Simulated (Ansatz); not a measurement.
## Molecular dynamics of BSiH₆OF (part 1 of 3)

System: BSiH₆OF.
Method: RKS PBE0-D4/6-31G* (Ansatz 0.2.0).

It belongs to a series of runs on one base structure; here: dynamics from the highest image of the converged band. Figures and captions count atoms from 1; the log counts them from 0 in places.

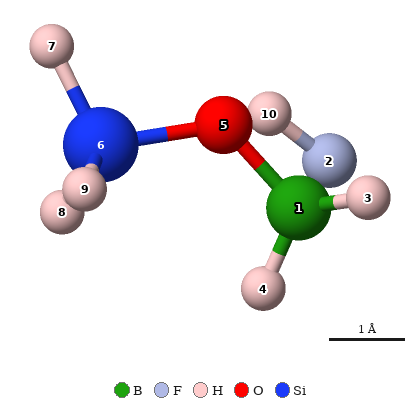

**Figure 1.** The input geometry (ball-and-stick view, seen at a tilt; atoms are numbered from 1 in the order of the input).

Summary:

| quantity | value |
| --- | --- |
| outcome | finished |
| mean temperature over the second half | 292 K |
| trajectory | 200 steps, 100 fs |
| ensemble | nve |
| temperature in the input | 100.0 K |
| time step | 0.5 fs |
| potential energy (last step) | −13406.8136 eV |
| mean-field energy (last step) | −13406.6954 eV |
| largest force (length of the vector) (last step) | 0.592 eV/Å |
| hardware | 1 thread of Intel Xeon (Sapphire Rapids), 16 GiB of memory available, shared host |
| wall time | 5.6 min |
| peak memory | 0.16 GiB |

So short a trajectory is not equilibrated.

The input:
```yaml
crystal:
  periodic: [false, false, false]
  atoms:
    - { symbol: B, position_ang: [-0.033171, -0.215821, 0.005949] }
    - { symbol: F, position_ang: [0.093736, -0.030462, 1.623083] }
    - { symbol: H, position_ang: [0.861838, 0.396929, -0.496592] }
    - { symbol: H, position_ang: [-1.175318, -0.006375, -0.302101] }
    - { symbol: O, position_ang: [0.291096, -1.672251, 0.240834] }
    - { symbol: Si, position_ang: [-0.714528, -2.932576, -0.250607] }
    - { symbol: H, position_ang: [-0.12047, -4.183028, 0.283189] }
    - { symbol: H, position_ang: [-2.086452, -2.745291, 0.292549] }
    - { symbol: H, position_ang: [-0.75007, -2.963247, -1.733391] }
    - { symbol: H, position_ang: [0.286037, -1.095377, 1.409383] }
basis:
  gaussian: { orbitals: "6-31G*" }
hamiltonian:
  xc: pbe0
  dispersion: d4
md:
  timestep: 0.5
  n_steps: 200
  ensemble: nve
  temperature: 100.0
  initial_velocities: maxwell_boltzmann
  seed: 3017
```

Run as:
```bash
ansatz run input.yaml --threads 1 --pin off --max-ram 2048MiB --backend cpu --events-out ev --progress --plain --runs-dir out
```

What the program printed:
```
Engine: ansatz 0.2.0, x86_64-unknown-linux-gnu
Functional definition: PBE0
  parameter a = 0.25
  parameter kappa = 0.804
  parameter beta = 0.06672455060314922
  exchange = (1 - a)*pbe_x(kappa = kappa, mu = beta*pi^2/3) + a*exact_x
  correlation = pbe_c(beta = beta)
816 factors; integrals over basis functions are off by at most 7.2e-4 eV
mean field evaluation 1: about -13403.8580 eV, gradient 4.0e1 eV
mean field evaluation 2: about -13400.5970 eV, gradient 5.9e1 eV
mean field evaluation 4: about -13406.5204 eV, gradient 2.9e0 eV
mean field evaluation 8: about -13406.5523 eV, gradient 6.3e-2 eV
mean field -13406.55230976 eV, -492.6817100960 hartree, gradient 7.0e-5 eV, S^2 0.000000; 0 other end points of the search recorded, 0 dependent functions left out
the calculation of the forces begins
reference -13406.55233388 eV, -492.6817109826 hartree; 21, 21 occupied and 55, 55 virtual orbitals, 816 factors
md step     0: t =     0.00 fs  T =   100.0 K  F+E_penalty+E_count = -13406.68630134 eV  E_kin = 0.103408 eV  conserved = -13406.58289334 eV  (24 SCF iters)
these checks for a lower state are left out or cut short: starts, cluster_reference, orbital_swaps, neighbouring_geometries, increment
816 factors; integrals over basis functions are off by at most 7.2e-4 eV
mean field evaluation 16: about -13406.5315 eV, gradient 3.1e-1 eV
mean field -13406.55161621 eV, -492.6816846088 hartree, gradient 1.2e-5 eV, S^2 0.000000; 0 other end points of the search recorded, 0 dependent functions left out
the calculation of the forces begins
reference -13406.55164034 eV, -492.6816854956 hartree; 21, 21 occupied and 55, 55 virtual orbitals, 816 factors
md step     1: t =     0.50 fs  T =    99.3 K  F+E_penalty+E_count = -13406.68557076 eV  E_kin = 0.102683 eV  conserved = -13406.58288802 eV  (22 SCF iters)
[... from here on the SCF iterations and repeated set-up lines of each step are left out, up to the last step ...]
md step     2: t =     1.00 fs  T =    97.3 K  F+E_penalty+E_count = -13406.68344661 eV  E_kin = 0.100572 eV  conserved = -13406.58287452 eV  (22 SCF iters)
md step     3: t =     1.50 fs  T =    94.1 K  F+E_penalty+E_count = -13406.68013901 eV  E_kin = 0.097284 eV  conserved = -13406.58285515 eV  (23 SCF iters)
md step     4: t =     2.00 fs  T =    90.1 K  F+E_penalty+E_count = -13406.67595199 eV  E_kin = 0.093119 eV  conserved = -13406.58283298 eV  (22 SCF iters)
md step     5: t =     2.50 fs  T =    85.5 K  F+E_penalty+E_count = -13406.67123417 eV  E_kin = 0.088423 eV  conserved = -13406.58281152 eV  (22 SCF iters)
md step     6: t =     3.00 fs  T =    80.8 K  F+E_penalty+E_count = -13406.66632442 eV  E_kin = 0.083531 eV  conserved = -13406.58279378 eV  (22 SCF iters)
md step     7: t =     3.50 fs  T =    76.1 K  F+E_penalty+E_count = -13406.66150362 eV  E_kin = 0.078722 eV  conserved = -13406.58278191 eV  (22 SCF iters)
md step     8: t =     4.00 fs  T =    71.7 K  F+E_penalty+E_count = -13406.65696082 eV  E_kin = 0.074184 eV  conserved = -13406.58277675 eV  (22 SCF iters)
md step     9: t =     4.50 fs  T =    67.7 K  F+E_penalty+E_count = -13406.65277983 eV  E_kin = 0.070002 eV  conserved = -13406.58277775 eV  (22 SCF iters)
md step    10: t =     5.00 fs  T =    64.0 K  F+E_penalty+E_count = -13406.64894762 eV  E_kin = 0.066164 eV  conserved = -13406.58278316 eV  (22 SCF iters)
md step    11: t =     5.50 fs  T =    60.5 K  F+E_penalty+E_count = -13406.64538181 eV  E_kin = 0.062591 eV  conserved = -13406.58279049 eV  (22 SCF iters)
md step    12: t =     6.00 fs  T =    57.2 K  F+E_penalty+E_count = -13406.64197015 eV  E_kin = 0.059173 eV  conserved = -13406.58279702 eV  (22 SCF iters)
md step    13: t =     6.50 fs  T =    54.0 K  F+E_penalty+E_count = -13406.63861339 eV  E_kin = 0.055813 eV  conserved = -13406.58280045 eV  (22 SCF iters)
md step    14: t =     7.00 fs  T =    50.7 K  F+E_penalty+E_count = -13406.63526160 eV  E_kin = 0.052462 eV  conserved = -13406.58279935 eV  (22 SCF iters)
md step    15: t =     7.50 fs  T =    47.5 K  F+E_penalty+E_count = -13406.63193668 eV  E_kin = 0.049143 eV  conserved = -13406.58279354 eV  (22 SCF iters)
md step    16: t =     8.00 fs  T =    44.4 K  F+E_penalty+E_count = -13406.62873606 eV  E_kin = 0.045952 eV  conserved = -13406.58278384 eV  (22 SCF iters)
md step    17: t =     8.50 fs  T =    41.6 K  F+E_penalty+E_count = -13406.62581873 eV  E_kin = 0.043047 eV  conserved = -13406.58277222 eV  (22 SCF iters)
md step    18: t =     9.00 fs  T =    39.3 K  F+E_penalty+E_count = -13406.62337641 eV  E_kin = 0.040616 eV  conserved = -13406.58276077 eV  (22 SCF iters)
md step    19: t =     9.50 fs  T =    37.6 K  F+E_penalty+E_count = -13406.62159945 eV  E_kin = 0.038848 eV  conserved = -13406.58275148 eV  (22 SCF iters)
md step    20: t =    10.00 fs  T =    36.6 K  F+E_penalty+E_count = -13406.62064463 eV  E_kin = 0.037899 eV  conserved = -13406.58274579 eV  (22 SCF iters)
md step    21: t =    10.50 fs  T =    36.6 K  F+E_penalty+E_count = -13406.62061240 eV  E_kin = 0.037868 eV  conserved = -13406.58274423 eV  (24 SCF iters)
md step    22: t =    11.00 fs  T =    37.5 K  F+E_penalty+E_count = -13406.62153710 eV  E_kin = 0.038791 eV  conserved = -13406.58274658 eV  (22 SCF iters)
md step    23: t =    11.50 fs  T =    39.3 K  F+E_penalty+E_count = -13406.62338942 eV  E_kin = 0.040637 eV  conserved = -13406.58275210 eV  (23 SCF iters)
md step    24: t =    12.00 fs  T =    41.9 K  F+E_penalty+E_count = -13406.62608724 eV  E_kin = 0.043327 eV  conserved = -13406.58275986 eV  (22 SCF iters)
md step    25: t =    12.50 fs  T =    45.2 K  F+E_penalty+E_count = -13406.62951015 eV  E_kin = 0.046741 eV  conserved = -13406.58276890 eV  (22 SCF iters)
md step    26: t =    13.00 fs  T =    49.1 K  F+E_penalty+E_count = -13406.63351429 eV  E_kin = 0.050736 eV  conserved = -13406.58277849 eV  (22 SCF iters)
md step    27: t =    13.50 fs  T =    53.3 K  F+E_penalty+E_count = -13406.63794577 eV  E_kin = 0.055158 eV  conserved = -13406.58278781 eV  (23 SCF iters)
md step    28: t =    14.00 fs  T =    57.9 K  F+E_penalty+E_count = -13406.64265414 eV  E_kin = 0.059858 eV  conserved = -13406.58279600 eV  (22 SCF iters)
md step    29: t =    14.50 fs  T =    62.6 K  F+E_penalty+E_count = -13406.64750659 eV  E_kin = 0.064704 eV  conserved = -13406.58280217 eV  (22 SCF iters)
md step    30: t =    15.00 fs  T =    67.3 K  F+E_penalty+E_count = -13406.65240280 eV  E_kin = 0.069597 eV  conserved = -13406.58280540 eV  (23 SCF iters)
md step    31: t =    15.50 fs  T =    72.0 K  F+E_penalty+E_count = -13406.65728877 eV  E_kin = 0.074483 eV  conserved = -13406.58280537 eV  (22 SCF iters)
md step    32: t =    16.00 fs  T =    76.7 K  F+E_penalty+E_count = -13406.66216427 eV  E_kin = 0.079362 eV  conserved = -13406.58280180 eV  (22 SCF iters)
md step    33: t =    16.50 fs  T =    81.5 K  F+E_penalty+E_count = -13406.66708309 eV  E_kin = 0.084287 eV  conserved = -13406.58279563 eV  (22 SCF iters)
md step    34: t =    17.00 fs  T =    86.4 K  F+E_penalty+E_count = -13406.67214027 eV  E_kin = 0.089352 eV  conserved = -13406.58278824 eV  (22 SCF iters)
md step    35: t =    17.50 fs  T =    91.5 K  F+E_penalty+E_count = -13406.67745003 eV  E_kin = 0.094669 eV  conserved = -13406.58278153 eV  (23 SCF iters)
md step    36: t =    18.00 fs  T =    97.0 K  F+E_penalty+E_count = -13406.68311648 eV  E_kin = 0.100339 eV  conserved = -13406.58277757 eV  (23 SCF iters)
md step    37: t =    18.50 fs  T =   102.9 K  F+E_penalty+E_count = -13406.68920258 eV  E_kin = 0.106425 eV  conserved = -13406.58277792 eV  (23 SCF iters)
md step    38: t =    19.00 fs  T =   109.2 K  F+E_penalty+E_count = -13406.69570435 eV  E_kin = 0.112921 eV  conserved = -13406.58278371 eV  (24 SCF iters)
md step    39: t =    19.50 fs  T =   115.8 K  F+E_penalty+E_count = -13406.70253452 eV  E_kin = 0.119739 eV  conserved = -13406.58279509 eV  (23 SCF iters)
md step    40: t =    20.00 fs  T =   122.5 K  F+E_penalty+E_count = -13406.70952105 eV  E_kin = 0.126710 eV  conserved = -13406.58281114 eV  (24 SCF iters)
md step    41: t =    20.50 fs  T =   129.2 K  F+E_penalty+E_count = -13406.71642336 eV  E_kin = 0.133594 eV  conserved = -13406.58282968 eV  (23 SCF iters)
md step    42: t =    21.00 fs  T =   135.5 K  F+E_penalty+E_count = -13406.72296796 eV  E_kin = 0.140121 eV  conserved = -13406.58284732 eV  (23 SCF iters)
md step    43: t =    21.50 fs  T =   141.2 K  F+E_penalty+E_count = -13406.72890127 eV  E_kin = 0.146041 eV  conserved = -13406.58285999 eV  (24 SCF iters)
md step    44: t =    22.00 fs  T =   146.2 K  F+E_penalty+E_count = -13406.73405136 eV  E_kin = 0.151187 eV  conserved = -13406.58286428 eV  (24 SCF iters)
md step    45: t =    22.50 fs  T =   150.4 K  F+E_penalty+E_count = -13406.73838048 eV  E_kin = 0.155522 eV  conserved = -13406.58285840 eV  (24 SCF iters)
md step    46: t =    23.00 fs  T =   153.9 K  F+E_penalty+E_count = -13406.74200679 eV  E_kin = 0.159163 eV  conserved = -13406.58284403 eV  (24 SCF iters)
md step    47: t =    23.50 fs  T =   157.0 K  F+E_penalty+E_count = -13406.74517356 eV  E_kin = 0.162347 eV  conserved = -13406.58282666 eV  (24 SCF iters)
md step    48: t =    24.00 fs  T =   159.9 K  F+E_penalty+E_count = -13406.74816298 eV  E_kin = 0.165349 eV  conserved = -13406.58281368 eV  (23 SCF iters)
md step    49: t =    24.50 fs  T =   162.8 K  F+E_penalty+E_count = -13406.75118130 eV  E_kin = 0.168370 eV  conserved = -13406.58281133 eV  (24 SCF iters)
md step    50: t =    25.00 fs  T =   165.8 K  F+E_penalty+E_count = -13406.75426431 eV  E_kin = 0.171443 eV  conserved = -13406.58282137 eV  (23 SCF iters)
md step    51: t =    25.50 fs  T =   168.7 K  F+E_penalty+E_count = -13406.75725330 eV  E_kin = 0.174414 eV  conserved = -13406.58283971 eV  (23 SCF iters)
md step    52: t =    26.00 fs  T =   171.2 K  F+E_penalty+E_count = -13406.75986043 eV  E_kin = 0.177002 eV  conserved = -13406.58285813 eV  (23 SCF iters)
md step    53: t =    26.50 fs  T =   173.0 K  F+E_penalty+E_count = -13406.76179667 eV  E_kin = 0.178929 eV  conserved = -13406.58286815 eV  (24 SCF iters)
md step    54: t =    27.00 fs  T =   174.1 K  F+E_penalty+E_count = -13406.76290365 eV  E_kin = 0.180039 eV  conserved = -13406.58286483 eV  (23 SCF iters)
md step    55: t =    27.50 fs  T =   174.4 K  F+E_penalty+E_count = -13406.76323096 eV  E_kin = 0.180383 eV  conserved = -13406.58284845 eV  (23 SCF iters)
md step    56: t =    28.00 fs  T =   174.3 K  F+E_penalty+E_count = -13406.76303088 eV  E_kin = 0.180206 eV  conserved = -13406.58282464 eV  (23 SCF iters)
md step    57: t =    28.50 fs  T =   173.9 K  F+E_penalty+E_count = -13406.76267571 eV  E_kin = 0.179875 eV  conserved = -13406.58280096 eV  (22 SCF iters)
md step    58: t =    29.00 fs  T =   173.8 K  F+E_penalty+E_count = -13406.76253638 eV  E_kin = 0.179751 eV  conserved = -13406.58278506 eV  (23 SCF iters)
md step    59: t =    29.50 fs  T =   174.1 K  F+E_penalty+E_count = -13406.76286340 eV  E_kin = 0.180082 eV  conserved = -13406.58278165 eV  (23 SCF iters)
md step    60: t =    30.00 fs  T =   175.0 K  F+E_penalty+E_count = -13406.76371303 eV  E_kin = 0.180922 eV  conserved = -13406.58279102 eV  (23 SCF iters)
md step    61: t =    30.50 fs  T =   176.1 K  F+E_penalty+E_count = -13406.76494562 eV  E_kin = 0.182137 eV  conserved = -13406.58280820 eV  (23 SCF iters)
md step    62: t =    31.00 fs  T =   177.4 K  F+E_penalty+E_count = -13406.76630632 eV  E_kin = 0.183482 eV  conserved = -13406.58282385 eV  (23 SCF iters)
md step    63: t =    31.50 fs  T =   178.7 K  F+E_penalty+E_count = -13406.76757166 eV  E_kin = 0.184744 eV  conserved = -13406.58282727 eV  (24 SCF iters)
md step    64: t =    32.00 fs  T =   179.8 K  F+E_penalty+E_count = -13406.76871345 eV  E_kin = 0.185902 eV  conserved = -13406.58281135 eV  (24 SCF iters)
md step    65: t =    32.50 fs  T =   181.1 K  F+E_penalty+E_count = -13406.77000373 eV  E_kin = 0.187226 eV  conserved = -13406.58277760 eV  (23 SCF iters)
md step    66: t =    33.00 fs  T =   183.0 K  F+E_penalty+E_count = -13406.77198488 eV  E_kin = 0.189247 eV  conserved = -13406.58273787 eV  (24 SCF iters)
md step    67: t =    33.50 fs  T =   186.2 K  F+E_penalty+E_count = -13406.77527923 eV  E_kin = 0.192568 eV  conserved = -13406.58271088 eV  (23 SCF iters)
md step    68: t =    34.00 fs  T =   191.1 K  F+E_penalty+E_count = -13406.78030239 eV  E_kin = 0.197590 eV  conserved = -13406.58271222 eV  (23 SCF iters)
md step    69: t =    34.50 fs  T =   197.6 K  F+E_penalty+E_count = -13406.78702809 eV  E_kin = 0.204283 eV  conserved = -13406.58274485 eV  (22 SCF iters)
md step    70: t =    35.00 fs  T =   205.2 K  F+E_penalty+E_count = -13406.79494758 eV  E_kin = 0.212151 eV  conserved = -13406.58279616 eV  (22 SCF iters, 3 dispersion substeps)
md step    71: t =    35.50 fs  T =   213.2 K  F+E_penalty+E_count = -13406.80326285 eV  E_kin = 0.220418 eV  conserved = -13406.58284483 eV  (23 SCF iters, 3 dispersion substeps)
md step    72: t =    36.00 fs  T =   220.8 K  F+E_penalty+E_count = -13406.81121270 eV  E_kin = 0.228340 eV  conserved = -13406.58287249 eV  (22 SCF iters, 3 dispersion substeps)
md step    73: t =    36.50 fs  T =   227.7 K  F+E_penalty+E_count = -13406.81835917 eV  E_kin = 0.235487 eV  conserved = -13406.58287183 eV  (22 SCF iters, 3 dispersion substeps)
md step    74: t =    37.00 fs  T =   233.9 K  F+E_penalty+E_count = -13406.82470362 eV  E_kin = 0.241855 eV  conserved = -13406.58284853 eV  (22 SCF iters, 3 dispersion substeps)
md step    75: t =    37.50 fs  T =   239.6 K  F+E_penalty+E_count = -13406.83060226 eV  E_kin = 0.247786 eV  conserved = -13406.58281666 eV  (23 SCF iters, 3 dispersion substeps)
md step    76: t =    38.00 fs  T =   245.4 K  F+E_penalty+E_count = -13406.83654668 eV  E_kin = 0.253754 eV  conserved = -13406.58279227 eV  (23 SCF iters, 3 dispersion substeps)
md step    77: t =    38.50 fs  T =   251.6 K  F+E_penalty+E_count = -13406.84291439 eV  E_kin = 0.260128 eV  conserved = -13406.58278674 eV  (22 SCF iters, 3 dispersion substeps)
md step    78: t =    39.00 fs  T =   258.2 K  F+E_penalty+E_count = -13406.84978980 eV  E_kin = 0.266987 eV  conserved = -13406.58280286 eV  (24 SCF iters, 3 dispersion substeps)
md step    79: t =    39.50 fs  T =   265.1 K  F+E_penalty+E_count = -13406.85692039 eV  E_kin = 0.274086 eV  conserved = -13406.58283389 eV  (24 SCF iters, 3 dispersion substeps)
md step    80: t =    40.00 fs  T =   271.7 K  F+E_penalty+E_count = -13406.86382550 eV  E_kin = 0.280960 eV  conserved = -13406.58286539 eV  (24 SCF iters, 3 dispersion substeps)
md step    81: t =    40.50 fs  T =   277.7 K  F+E_penalty+E_count = -13406.87002144 eV  E_kin = 0.287140 eV  conserved = -13406.58288135 eV  (24 SCF iters, 3 dispersion substeps)
md step    82: t =    41.00 fs  T =   282.8 K  F+E_penalty+E_count = -13406.87526781 eV  E_kin = 0.292395 eV  conserved = -13406.58287244 eV  (23 SCF iters, 3 dispersion substeps)
md step    83: t =    41.50 fs  T =   287.1 K  F+E_penalty+E_count = -13406.87970669 eV  E_kin = 0.296864 eV  conserved = -13406.58284282 eV  (23 SCF iters, 3 dispersion substeps)
md step    84: t =    42.00 fs  T =   291.1 K  F+E_penalty+E_count = -13406.88379200 eV  E_kin = 0.300982 eV  conserved = -13406.58281046 eV  (22 SCF iters, 3 dispersion substeps)
md step    85: t =    42.50 fs  T =   295.2 K  F+E_penalty+E_count = -13406.88801290 eV  E_kin = 0.305216 eV  conserved = -13406.58279723 eV  (24 SCF iters, 3 dispersion substeps)
md step    86: t =    43.00 fs  T =   299.5 K  F+E_penalty+E_count = -13406.89256021 eV  E_kin = 0.309745 eV  conserved = -13406.58281490 eV  (22 SCF iters, 3 dispersion substeps)
md step    87: t =    43.50 fs  T =   303.9 K  F+E_penalty+E_count = -13406.89715212 eV  E_kin = 0.314296 eV  conserved = -13406.58285581 eV  (22 SCF iters, 3 dispersion substeps)
md step    88: t =    44.00 fs  T =   307.8 K  F+E_penalty+E_count = -13406.90115223 eV  E_kin = 0.318255 eV  conserved = -13406.58289725 eV  (22 SCF iters, 3 dispersion substeps)
md step    89: t =    44.50 fs  T =   310.4 K  F+E_penalty+E_count = -13406.90391539 eV  E_kin = 0.321000 eV  conserved = -13406.58291568 eV  (23 SCF iters, 3 dispersion substeps)
md step    90: t =    45.00 fs  T =   311.6 K  F+E_penalty+E_count = -13406.90514867 eV  E_kin = 0.322248 eV  conserved = -13406.58290031 eV  (22 SCF iters, 3 dispersion substeps)
md step    91: t =    45.50 fs  T =   311.6 K  F+E_penalty+E_count = -13406.90508080 eV  E_kin = 0.322223 eV  conserved = -13406.58285761 eV  (22 SCF iters, 3 dispersion substeps)
md step    92: t =    46.00 fs  T =   311.0 K  F+E_penalty+E_count = -13406.90436714 eV  E_kin = 0.321561 eV  conserved = -13406.58280621 eV  (22 SCF iters, 3 dispersion substeps)
md step    93: t =    46.50 fs  T =   310.5 K  F+E_penalty+E_count = -13406.90380211 eV  E_kin = 0.321035 eV  conserved = -13406.58276758 eV  (22 SCF iters, 3 dispersion substeps)
md step    94: t =    47.00 fs  T =   310.6 K  F+E_penalty+E_count = -13406.90398421 eV  E_kin = 0.321227 eV  conserved = -13406.58275680 eV  (22 SCF iters, 3 dispersion substeps)
md step    95: t =    47.50 fs  T =   311.7 K  F+E_penalty+E_count = -13406.90507621 eV  E_kin = 0.322298 eV  conserved = -13406.58277791 eV  (23 SCF iters, 3 dispersion substeps)
md step    96: t =    48.00 fs  T =   313.3 K  F+E_penalty+E_count = -13406.90674742 eV  E_kin = 0.323926 eV  conserved = -13406.58282136 eV  (22 SCF iters, 3 dispersion substeps)
md step    97: t =    48.50 fs  T =   314.7 K  F+E_penalty+E_count = -13406.90832378 eV  E_kin = 0.325456 eV  conserved = -13406.58286765 eV  (22 SCF iters, 3 dispersion substeps)
md step    98: t =    49.00 fs  T =   315.4 K  F+E_penalty+E_count = -13406.90909232 eV  E_kin = 0.326197 eV  conserved = -13406.58289505 eV  (22 SCF iters, 3 dispersion substeps)
md step    99: t =    49.50 fs  T =   315.0 K  F+E_penalty+E_count = -13406.90863816 eV  E_kin = 0.325748 eV  conserved = -13406.58288986 eV  (24 SCF iters, 3 dispersion substeps)
md step   100: t =    50.00 fs  T =   313.5 K  F+E_penalty+E_count = -13406.90705082 eV  E_kin = 0.324196 eV  conserved = -13406.58285522 eV  (23 SCF iters, 3 dispersion substeps)
md step   101: t =    50.50 fs  T =   311.4 K  F+E_penalty+E_count = -13406.90486930 eV  E_kin = 0.322058 eV  conserved = -13406.58281166 eV  (23 SCF iters, 3 dispersion substeps)
md step   102: t =    51.00 fs  T =   309.4 K  F+E_penalty+E_count = -13406.90276509 eV  E_kin = 0.319979 eV  conserved = -13406.58278577 eV  (23 SCF iters, 3 dispersion substeps)
md step   103: t =    51.50 fs  T =   307.9 K  F+E_penalty+E_count = -13406.90113865 eV  E_kin = 0.318346 eV  conserved = -13406.58279270 eV  (23 SCF iters, 3 dispersion substeps)
md step   104: t =    52.00 fs  T =   306.6 K  F+E_penalty+E_count = -13406.89988981 eV  E_kin = 0.317064 eV  conserved = -13406.58282581 eV  (22 SCF iters, 3 dispersion substeps)
```
